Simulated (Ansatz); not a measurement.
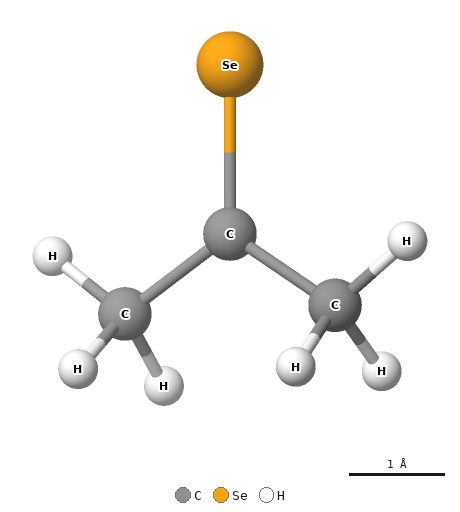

C3H6Se, before the relaxation. The picture is a ball-and-stick view, seen at a tilt.

The start comes from PBE-D4/def2-SVP.

Theory: Ansatz, RKS PBE0-D4/def2-TZVP.

Input
```yaml
crystal:
  periodic: [false, false, false]
  atoms:
    - {symbol: C, position_ang: [-0.207988, 1.145146, -0.534608]}
    - {symbol: C, position_ang: [-0.387463, -0.328756, -0.313354]}
    - {symbol: C, position_ang: [0.485655, -0.941471, 0.742950]}
    - {symbol: Se, position_ang: [-1.565109, -1.293007, -1.248965]}
    - {symbol: H, position_ang: [-0.902944, 1.541203, -1.295925]}
    - {symbol: H, position_ang: [-0.350658, 1.700759, 0.419488]}
    - {symbol: H, position_ang: [0.837949, 1.357783, -0.852274]}
    - {symbol: H, position_ang: [0.283737, -0.464092, 1.728522]}
    - {symbol: H, position_ang: [0.331648, -2.031298, 0.832192]}
    - {symbol: H, position_ang: [1.558172, -0.737568, 0.524973]}
basis:
  gaussian: {orbitals: def2-TZVP}
hamiltonian: {xc: pbe0, dispersion: d4}
relax: {f_tol: 0.005, max_steps: 150}
```

Launched with:
```bash
ansatz run in.yaml --threads 4 --pin off --events-out ev --progress --plain --max-ram 10444MiB
```

> Where does the relaxation end?

Over 9 accepted moves (10 points after the start) the energy falls by 0.042 eV. The largest force component goes from 0.56 to 0.0047 eV/Å. The line search rejected the trial step at point 4 of the run. The forces were under the threshold at step 5, but the run went on from there. The largest move after the best rigid fit is that of H8, 0.057 Å. By element the largest moves are H 0.057 Å, Se 0.024 Å, C 0.014 Å. Some distances before and after: C2–Se4 1.787 → 1.765 Å, C1–H5 1.104 → 1.087 Å, C1–H6 1.113 → 1.097 Å, C1–C2 1.501 → 1.489 Å. Cost: 42 s on 4 threads of Arm Neoverse V1, on a shared host.

Final geometry:

```xyz
10

C    -0.2079    1.1354   -0.5243
C    -0.3857   -0.3276   -0.3125
C     0.4858   -0.9315    0.7329
Se   -1.5491   -1.2805   -1.2370
H    -0.8696    1.5216   -1.2960
H    -0.3904    1.6726    0.4142
H     0.8327    1.3480   -0.7978
H     0.3151   -0.4318    1.6942
H     0.3123   -1.9991    0.8451
H     1.5399   -0.7584    0.4842
```

After the run, drawn alike:

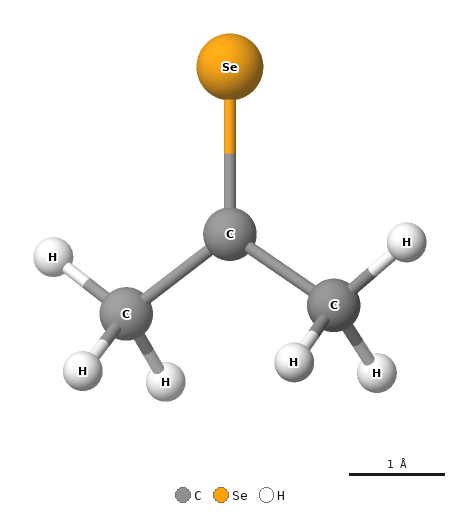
